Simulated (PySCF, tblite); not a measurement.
# C₄H₅F₂S−: a rotation path, then NMR shifts on frames

How do NMR shifts of C₄H₅F₂S− (`C/C=C(/[S-])C(F)F`) change as the atoms move?

The runs use tblite 0.8.0 and PySCF 2.14.0, with density-fitted response routines of our own; the level of theory stands in each step. All values are computed, except where a source is named. Atoms count from 0, in the outputs and in this text.

### 1 The starting structure

12 atoms, charge -1, multiplicity 1; geometry from: GFN2-xTB.

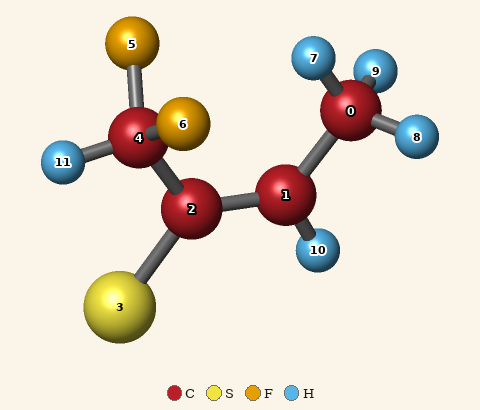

As it starts; carbon red, sulfur yellow, fluorine amber, hydrogen blue, atoms numbered.

### 2 The rotation path with GFN2-xTB

The job: settings as JSON, then the geometry in Å.

```
{"job": {"kind": "neb", "xc": "GFN2-xTB", "basis": "xTB", "atoms": [3, 2, 4, 5], "turn": 120}, "charge": -1, "multiplicity": 1}
C     -1.593984    -0.152549     0.165813
C     -0.575862     0.835782    -0.309641
C      0.759021     0.665541    -0.326898
S      1.885847     1.830934    -0.882100
C      1.415768    -0.594127     0.149848
F      1.018858    -1.724933    -0.530248
F      1.149480    -0.901504     1.466472
H     -1.131379    -1.071402     0.513447
H     -2.181329     0.266517     0.988921
H     -2.291039    -0.404602    -0.639620
H     -0.962122     1.778773    -0.673436
H      2.507941    -0.529114     0.051415
```

Method: GFN2-xTB climbing-image nudged elastic band, gas phase.

Launch:

```bash
$ OMP_NUM_THREADS=1 python probes_run.py task.json out
```

The driver reads the jobs from task.json and runs them one after another.

The log of the run:

```text
image   E - E0 / eV
  0      -0.0000
  1       0.0239
  2       0.0776
  3       0.1423
  4       0.2059
  5       0.2566
  6       0.2849
  7       0.2881
  8       0.2847
```

Wall time 2.3 s (1 thread of Arm Neoverse V1, shared host); peak memory 0.18 GiB.

The final band, with the dihedral S3–C2–C4–F5:

| image | dihedral (°) | energy (eV) | energy (kcal/mol) |
| --- | --- | --- | --- |
| 0 | -121 | 0.000 | 0.0 |
| 1 | -106 | 0.024 | 0.6 |
| 2 | -92 | 0.078 | 1.8 |
| 3 | -78 | 0.142 | 3.3 |
| 4 | -64 | 0.206 | 4.7 |
| 5 | -51 | 0.257 | 5.9 |
| 6 | -36 | 0.285 | 6.6 |
| 7 | -21 | 0.288 | 6.6 |
| 8 | -4 | 0.285 | 6.6 |

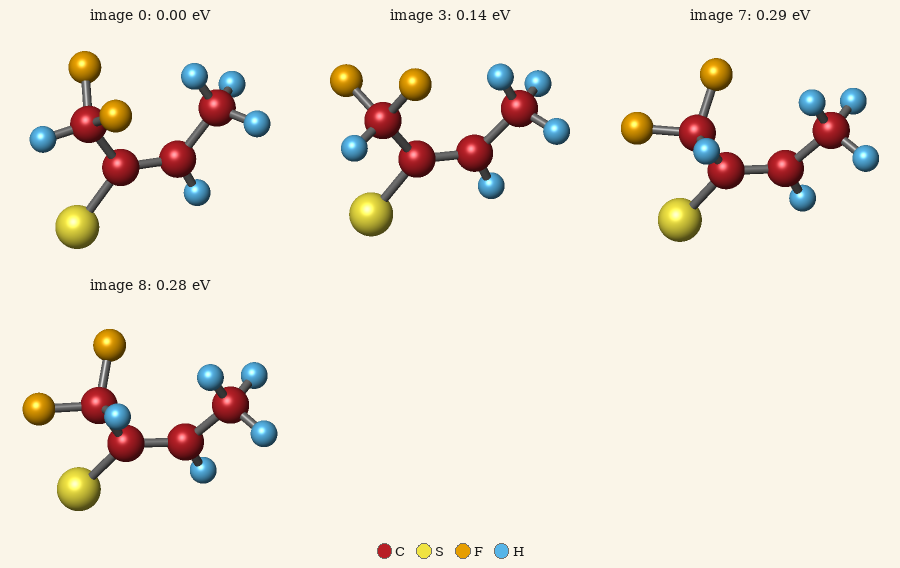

Images along the band.

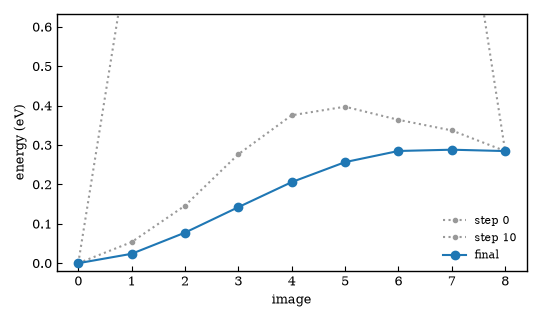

Energy along the band, early and final.

### 3 NMR shieldings: image 0, PBE0/pcSseg-1

The job: settings as JSON, then the geometry in Å.

```
{"job": {"kind": "nmr", "xc": "PBE0", "basis": "pcSseg-1", "pop": false}, "charge": -1, "multiplicity": 1}
C     -1.594000    -0.152500     0.165800
C     -0.575900     0.835800    -0.309600
C      0.759000     0.665500    -0.326900
S      1.885800     1.830900    -0.882100
C      1.415800    -0.594100     0.149800
F      1.018900    -1.724900    -0.530200
F      1.149500    -0.901500     1.466500
H     -1.131400    -1.071400     0.513400
H     -2.181300     0.266500     0.988900
H     -2.291000    -0.404600    -0.639600
H     -0.962100     1.778800    -0.673400
H      2.507900    -0.529100     0.051400
```

Level: GIAO PBE0/pcSseg-1 NMR shielding, non-relativistic, gas phase.

The log of the run:

```text
coarse grid: 11240 points
cycle   1  E = -752.5901303387  dE =  8.053e-01  |g| = 7.601e-01  |ddm| = 3.225e+00
cycle   2  E = -752.5324966443  dE =  5.763e-02  |g| = 1.011e+00  |ddm| = 1.741e+00
cycle   3  E = -752.7133933800  dE = -1.809e-01  |g| = 1.091e-01  |ddm| = 9.051e-01
cycle   4  E = -752.7159311875  dE = -2.538e-03  |g| = 4.439e-02  |ddm| = 1.960e-01
cycle   5  E = -752.7163785274  dE = -4.473e-04  |g| = 1.338e-02  |ddm| = 7.572e-02
cycle   6  E = -752.7164252452  dE = -4.672e-05  |g| = 3.652e-03  |ddm| = 2.363e-02
cycle   7  E = -752.7164276955  dE = -2.450e-06  |g| = 1.501e-03  |ddm| = 5.771e-03
final grid: 106648 points
cycle   8  E = -752.7750527392  dE = -4.190e-05  |g| = 8.252e-03  |ddm| = 3.280e-02
cycle   9  E = -752.7750324588  dE =  2.028e-05  |g| = 1.251e-02  |ddm| = 2.062e-02
cycle  10  E = -752.7750680347  dE = -3.558e-05  |g| = 9.455e-04  |ddm| = 1.473e-02
cycle  11  E = -752.7750682434  dE = -2.088e-07  |g| = 3.750e-04  |ddm| = 1.846e-03
cycle  12  E = -752.7750682757  dE = -3.226e-08  |g| = 1.180e-04  |ddm| = 4.647e-04
cycle  13  E = -752.7750682783  dE = -2.567e-09  |g| = 5.112e-05  |ddm| = 1.558e-04
cycle  14  E = -752.7750682790  dE = -7.294e-10  |g| = 8.462e-06  |ddm| = 6.487e-05
converged SCF energy = -752.7750682790

GIAO shielding tensors (ppm)
atom      isotropic    diamagn.    paramagn.     s11        s22        s33       span
  0 C      168.230     247.380     -79.150    152.851    168.374    183.465     30.614
  1 C       77.404     250.871    -173.467    -21.699    116.355    137.556    159.255
  2 C       24.370     256.484    -232.115    -81.674     21.178    133.605    215.278
  3 S      422.054    1057.326    -635.273    274.912    420.062    571.187    296.275
  4 C       52.693     235.654    -182.961     34.686     59.306     64.086     29.400
  5 F      298.823     476.790    -177.967    205.189    333.783    357.497    152.308
  6 F      298.772     476.803    -178.031    205.129    333.744    357.443    152.314
  7 H       29.193      31.206      -2.013     24.615     30.410     32.555      7.941
  8 H       30.149      29.567       0.581     25.975     27.990     36.480     10.505
  9 H       30.151      29.562       0.589     25.982     27.991     36.482     10.500
 10 H       26.423      32.369      -5.946     22.558     26.851     29.860      7.302
 11 H       24.950      28.139      -3.189     21.414     24.391     29.044      7.629
```

Run time: 13 s. Hardware: 1 thread of Arm Neoverse V1, shared host; peak memory 0.71 GiB.

Shifts follow as δ = σ(reference) − σ, with reference shieldings (ppm) from runs at the same level and on the same kind of geometry: ¹H TMS 31.72, ¹³C TMS 186.9, ¹⁹F CFCl3 170.9, ³³S CS2 504. The references are single molecules in the gas phase, so shifts against H2O, NH3, PH3, H3PO4 or CFCl3 are not on the usual liquid scales and can be off by tens of ppm. Each atom is listed at this fixed geometry, with no averaging over motion; a spectrum would average atoms that exchange fast.

| atoms | environment | σ (ppm) | δ (ppm) |
| --- | --- | --- | --- |
| C2 | fully substituted alkene carbon | 24.4 | 162.6 |
| C4 | allylic sp3 CH bonded to 2 F | 52.7 | 134.2 |
| C1 | alkene CH | 77.4 | 109.5 |
| C0 | allylic methyl carbon | 168.2 | 18.7 |
| H11 | hydrogen on an allylic sp3 CH bonded to 2 F | 24.95 | 6.77 |
| H10 | hydrogen on an alkene CH | 26.42 | 5.29 |
| H7 | hydrogen on an allylic methyl carbon | 29.19 | 2.52 |
| H8 | hydrogen on an allylic methyl carbon | 30.15 | 1.57 |
| H9 | hydrogen on an allylic methyl carbon | 30.15 | 1.57 |
| S3 | sulfur bonded to C | 422 | 82 |
| F6 | fluorine of a CF2 group | 298.8 | -127.8 |
| F5 | fluorine of a CF2 group | 298.8 | -127.9 |

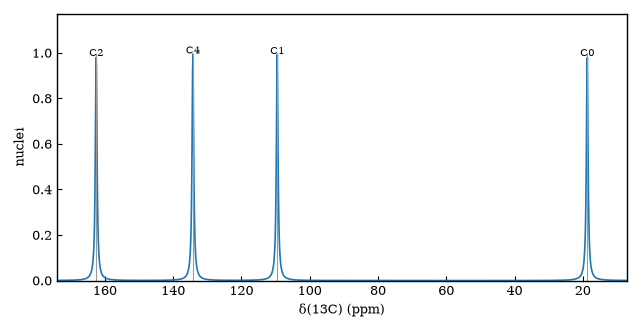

¹³C lines at the computed shifts, without couplings. Lines are broadened to a width of 0.58 ppm (Lorentzian).

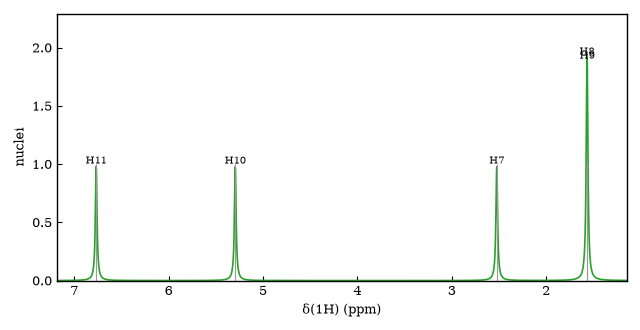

¹H lines at the computed shifts, without couplings. Lines are broadened to a width of 0.02 ppm (Lorentzian).

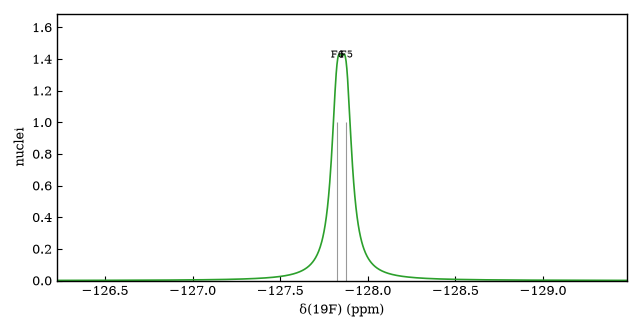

¹⁹F lines at the computed shifts, without couplings. Lines are broadened to a width of 0.08 ppm (Lorentzian).

### 4 NMR shieldings: image 3, PBE0/pcSseg-1

The job: settings as JSON, then the geometry in Å.

```
{"job": {"kind": "nmr", "xc": "PBE0", "basis": "pcSseg-1", "pop": false}, "charge": -1, "multiplicity": 1}
C     -1.662100    -0.060900     0.295300
C     -0.601100     0.782400    -0.341700
C      0.723600     0.564900    -0.404400
S      1.830500     1.660600    -1.131600
C      1.468600    -0.620600     0.134400
F      1.812300    -1.512800    -0.847800
F      0.826800    -1.417200     1.062800
H     -1.259400    -0.973200     0.719400
H     -2.159800     0.497700     1.095300
H     -2.428100    -0.333000    -0.437000
H     -0.952800     1.706000    -0.786400
H      2.402600    -0.294600     0.615600
```

With the program's defaults for keys left out, this is: GIAO PBE0/pcSseg-1 NMR shielding, non-relativistic, gas phase.

The log of the run:

```text
coarse grid: 11240 points
cycle   1  E = -752.5861568004  dE =  8.100e-01  |g| = 7.621e-01  |ddm| = 3.222e+00
cycle   2  E = -752.5276929351  dE =  5.846e-02  |g| = 1.016e+00  |ddm| = 1.777e+00
cycle   3  E = -752.7103298869  dE = -1.826e-01  |g| = 1.106e-01  |ddm| = 9.211e-01
cycle   4  E = -752.7129669165  dE = -2.637e-03  |g| = 4.438e-02  |ddm| = 2.040e-01
cycle   5  E = -752.7134046245  dE = -4.377e-04  |g| = 1.327e-02  |ddm| = 7.188e-02
cycle   6  E = -752.7134470569  dE = -4.243e-05  |g| = 3.104e-03  |ddm| = 1.887e-02
cycle   7  E = -752.7134488271  dE = -1.770e-06  |g| = 8.339e-04  |ddm| = 3.638e-03
final grid: 106648 points
cycle   8  E = -752.7713772811  dE = -3.275e-05  |g| = 8.516e-03  |ddm| = 2.752e-02
cycle   9  E = -752.7713514301  dE =  2.585e-05  |g| = 1.314e-02  |ddm| = 2.313e-02
cycle  10  E = -752.7713942554  dE = -4.283e-05  |g| = 1.199e-03  |ddm| = 1.667e-02
cycle  11  E = -752.7713946261  dE = -3.707e-07  |g| = 4.278e-04  |ddm| = 1.920e-03
cycle  12  E = -752.7713946624  dE = -3.623e-08  |g| = 1.403e-04  |ddm| = 4.827e-04
cycle  13  E = -752.7713946663  dE = -3.926e-09  |g| = 4.080e-05  |ddm| = 1.607e-04
cycle  14  E = -752.7713946667  dE = -4.113e-10  |g| = 9.145e-06  |ddm| = 4.512e-05
converged SCF energy = -752.7713946667

GIAO shielding tensors (ppm)
atom      isotropic    diamagn.    paramagn.     s11        s22        s33       span
  0 C      170.087     247.651     -77.564    152.664    172.043    185.556     32.892
  1 C       76.180     251.545    -175.365    -16.251    110.453    134.340    150.591
  2 C       26.048     257.576    -231.527    -79.199     23.028    134.316    213.515
  3 S      464.046    1057.212    -593.166    276.858    495.213    620.068    343.210
  4 C       57.769     234.484    -176.715     40.159     63.112     70.036     29.876
  5 F      299.856     472.849    -172.994    189.941    339.197    370.429    180.488
  6 F      304.966     477.555    -172.588    226.036    332.935    355.928    129.892
  7 H       28.717      31.103      -2.386     22.835     30.256     33.061     10.226
  8 H       30.188      29.569       0.619     25.799     28.259     36.506     10.708
  9 H       30.292      29.552       0.740     25.973     28.292     36.612     10.639
 10 H       26.340      32.363      -6.022     21.700     27.000     30.321      8.621
 11 H       25.041      27.734      -2.693     20.771     26.348     28.005      7.234
```

Wall time 12 s (1 thread of Arm Neoverse V1, shared host); peak memory 0.73 GiB.

In short: δ C2 160.9, C4 129.2, C1 110.7, C0 16.8, H11 6.68, H10 5.38 ppm.

### 5 NMR shieldings: image 7, PBE0/pcSseg-1

The job: settings as JSON, then the geometry in Å.

```
{"job": {"kind": "nmr", "xc": "PBE0", "basis": "pcSseg-1", "pop": false}, "charge": -1, "multiplicity": 1}
C     -1.571400     0.030800     0.465500
C     -0.586900     0.772800    -0.386500
C      0.713800     0.495800    -0.600900
S      1.741600     1.499000    -1.529700
C      1.388700    -0.666600     0.085500
F      2.576700    -1.034100    -0.453200
F      0.658100    -1.839500     0.071700
H     -1.123000    -0.816800     0.974600
H     -1.996800     0.697900     1.222800
H     -2.402100    -0.341700    -0.141700
H     -0.980900     1.647600    -0.887300
H      1.583500    -0.445900     1.153200
```

With the program's defaults for keys left out, this is: GIAO PBE0/pcSseg-1 NMR shielding, non-relativistic, gas phase.

The log of the run:

```text
coarse grid: 11240 points
cycle   1  E = -752.5752384110  dE =  8.313e-01  |g| = 7.712e-01  |ddm| = 3.237e+00
cycle   2  E = -752.5107187387  dE =  6.452e-02  |g| = 1.041e+00  |ddm| = 1.885e+00
cycle   3  E = -752.7034571064  dE = -1.927e-01  |g| = 1.226e-01  |ddm| = 1.033e+00
cycle   4  E = -752.7067132486  dE = -3.256e-03  |g| = 4.679e-02  |ddm| = 2.198e-01
cycle   5  E = -752.7072168640  dE = -5.036e-04  |g| = 1.556e-02  |ddm| = 8.560e-02
cycle   6  E = -752.7072823447  dE = -6.548e-05  |g| = 3.864e-03  |ddm| = 2.747e-02
cycle   7  E = -752.7072847502  dE = -2.406e-06  |g| = 1.953e-03  |ddm| = 6.026e-03
final grid: 106648 points
cycle   8  E = -752.7657277513  dE = -3.614e-05  |g| = 8.134e-03  |ddm| = 2.644e-02
cycle   9  E = -752.7657062156  dE =  2.154e-05  |g| = 1.251e-02  |ddm| = 2.169e-02
cycle  10  E = -752.7657432312  dE = -3.702e-05  |g| = 9.571e-04  |ddm| = 1.546e-02
cycle  11  E = -752.7657434364  dE = -2.052e-07  |g| = 2.886e-04  |ddm| = 1.641e-03
cycle  12  E = -752.7657434542  dE = -1.787e-08  |g| = 8.097e-05  |ddm| = 3.019e-04
cycle  13  E = -752.7657434551  dE = -8.381e-10  |g| = 4.617e-05  |ddm| = 1.130e-04
cycle  14  E = -752.7657434556  dE = -5.816e-10  |g| = 6.934e-06  |ddm| = 6.627e-05
converged SCF energy = -752.7657434556

GIAO shielding tensors (ppm)
atom      isotropic    diamagn.    paramagn.     s11        s22        s33       span
  0 C      168.820     247.428     -78.609    152.921    168.782    184.756     31.835
  1 C       79.442     252.245    -172.803    -15.720    121.871    132.174    147.895
  2 C       22.056     257.000    -234.943    -81.576     23.479    124.267    205.843
  3 S      495.819    1056.815    -560.996    331.852    573.882    581.724    249.872
  4 C       64.094     238.253    -174.159     33.715     66.482     92.085     58.370
  5 F      296.436     468.398    -171.963    177.300    326.029    385.978    208.677
  6 F      303.785     476.263    -172.478    209.602    341.961    359.792    150.191
  7 H       29.432      31.157      -1.725     24.628     31.005     32.664      8.037
  8 H       30.312      29.614       0.698     25.744     28.370     36.822     11.078
  9 H       29.982      29.456       0.526     25.612     27.879     36.456     10.844
 10 H       26.400      32.591      -6.191     21.761     27.073     30.365      8.605
 11 H       25.462      28.592      -3.130     22.926     25.268     28.191      5.265
```

Run time: 13 s. Hardware: 1 thread of Arm Neoverse V1, shared host; peak memory 0.74 GiB.

This run: δ C2 164.9, C4 122.8, C1 107.5, C0 18.1, H11 6.25, H10 5.32 ppm.

### 6 Shielding tensors: image 8, PBE0/pcSseg-1

The job: settings as JSON, then the geometry in Å.

```
{"job": {"kind": "nmr", "xc": "PBE0", "basis": "pcSseg-1", "pop": false}, "charge": -1, "multiplicity": 1}
C     -1.529600     0.051800     0.504500
C     -0.580500     0.782300    -0.395900
C      0.715500     0.494800    -0.634500
S      1.720000     1.433600    -1.645900
C      1.352000    -0.672300     0.081200
F      2.649600    -0.901300    -0.228300
F      0.728400    -1.876600    -0.187700
H     -1.060600    -0.794500     0.999100
H     -1.921800     0.724800     1.275100
H     -2.385900    -0.325800    -0.062600
H     -0.998100     1.635000    -0.913400
H      1.312400    -0.552700     1.182400
```

Level: GIAO PBE0/pcSseg-1 NMR shielding, non-relativistic, gas phase.

The log of the run:

```text
coarse grid: 11240 points
cycle   1  E = -752.5749583703  dE =  8.312e-01  |g| = 7.713e-01  |ddm| = 3.237e+00
cycle   2  E = -752.5066364671  dE =  6.832e-02  |g| = 1.048e+00  |ddm| = 1.953e+00
cycle   3  E = -752.7034374909  dE = -1.968e-01  |g| = 1.277e-01  |ddm| = 1.109e+00
cycle   4  E = -752.7069539519  dE = -3.516e-03  |g| = 4.973e-02  |ddm| = 2.265e-01
cycle   5  E = -752.7075389966  dE = -5.850e-04  |g| = 1.757e-02  |ddm| = 9.406e-02
cycle   6  E = -752.7076252241  dE = -8.623e-05  |g| = 4.393e-03  |ddm| = 3.065e-02
cycle   7  E = -752.7076284633  dE = -3.239e-06  |g| = 2.243e-03  |ddm| = 6.468e-03
final grid: 106648 points
cycle   8  E = -752.7663083436  dE = -4.061e-05  |g| = 9.097e-03  |ddm| = 3.092e-02
cycle   9  E = -752.7662795175  dE =  2.883e-05  |g| = 1.425e-02  |ddm| = 2.494e-02
cycle  10  E = -752.7663277174  dE = -4.820e-05  |g| = 9.821e-04  |ddm| = 1.772e-02
cycle  11  E = -752.7663279320  dE = -2.147e-07  |g| = 3.318e-04  |ddm| = 1.765e-03
cycle  12  E = -752.7663279551  dE = -2.304e-08  |g| = 1.073e-04  |ddm| = 3.689e-04
cycle  13  E = -752.7663279570  dE = -1.889e-09  |g| = 5.324e-05  |ddm| = 1.539e-04
cycle  14  E = -752.7663279578  dE = -8.233e-10  |g| = 6.258e-06  |ddm| = 7.704e-05
converged SCF energy = -752.7663279578

GIAO shielding tensors (ppm)
atom      isotropic    diamagn.    paramagn.     s11        s22        s33       span
  0 C      168.902     247.511     -78.609    152.853    169.439    184.415     31.562
  1 C       79.101     252.342    -173.242    -19.103    123.388    133.017    152.120
  2 C       21.088     256.680    -235.592    -83.761     21.801    125.223    208.984
  3 S      491.432    1056.784    -565.352    326.582    550.300    597.413    270.830
  4 C       65.718     239.548    -173.830     37.657     65.048     94.448     56.791
  5 F      301.606     468.363    -166.758    195.165    326.723    382.929    187.763
  6 F      298.640     475.885    -177.245    194.226    342.673    359.021    164.794
  7 H       29.688      31.300      -1.612     25.274     31.411     32.379      7.105
  8 H       30.204      29.558       0.645     25.562     28.199     36.850     11.289
  9 H       29.961      29.477       0.483     25.590     27.859     36.433     10.842
 10 H       26.434      32.656      -6.222     22.033     27.013     30.256      8.223
 11 H       25.454      29.253      -3.799     22.624     25.658     28.081      5.457
```

Wall time 13 s (1 thread of Arm Neoverse V1, shared host); peak memory 0.74 GiB.

This run: δ C2 165.8, C4 121.2, C1 107.8, C0 18.0, H11 6.26, H10 5.28 ppm.

### 7 Comparing the runs: NMR shifts

Shifts (ppm) of some atoms, chosen among heavy atoms and hydrogens apart, with basis size and wall time:

| frame | C2 | C4 | H11 | H7 | S3 | F6 | F5 | functions | time |
| --- | --- | --- | --- | --- | --- | --- | --- | --- | --- |
| image 0 | 162.6 | 134.2 | 6.77 | 2.52 | 82 | -127.8 | -127.9 | 151 | 13 s |
| image 3 | 160.9 | 129.2 | 6.68 | 3.00 | 40 | -134.0 | -128.9 | 151 | 12 s |
| image 7 | 164.9 | 122.8 | 6.25 | 2.28 | 8 | -132.8 | -125.5 | 151 | 13 s |
| image 8 | 165.8 | 121.2 | 6.26 | 2.03 | 12 | -127.7 | -130.7 | 151 | 13 s |

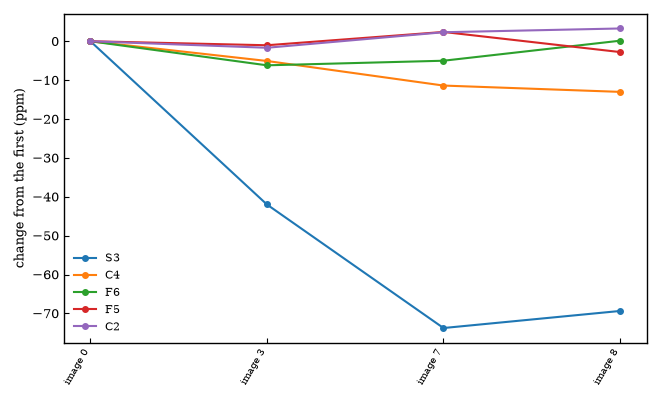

How five of the tabulated atoms move from run to run.

### 8 Results

| quantity | value |
| --- | --- |
| barrier | 0.288 eV (6.6 kcal/mol) at image 7 |
| end to end (GFN2-xTB) | 0.285 eV |
| ¹³C shifts against TMS (PBE0/pcSseg-1, image 0) | 162.6, 134.2, 109.5, 18.7 ppm |
| ¹H shifts against TMS (PBE0/pcSseg-1, image 0) | 6.77, 5.29, 2.52, 1.57, 1.57 ppm |
| ³³S shifts against CS2 (PBE0/pcSseg-1, image 0) | 82 ppm |
| ¹⁹F shifts against CFCl3 (PBE0/pcSseg-1, image 0) | -127.8, -127.9 ppm |
| range of the shift of S3 | 8 to 82 ppm |

Along the band the dihedral turns by 117°, and the top (dihedral -21°) lies 6.6 kcal/mol above the start (GFN2-xTB, rough), so at room temperature this motion is fast. The top was not checked by a frequency run. Shifts at one fixed geometry are not the observed spectrum, which averages over the motion. In the first frame run (image 0): The widest tensor belongs to S3: span 296 ppm, with a paramagnetic part of -635 ppm. Across the 4 runs the shift of S3 moves most, between 8 (image 7) and 82 ppm (image 0).
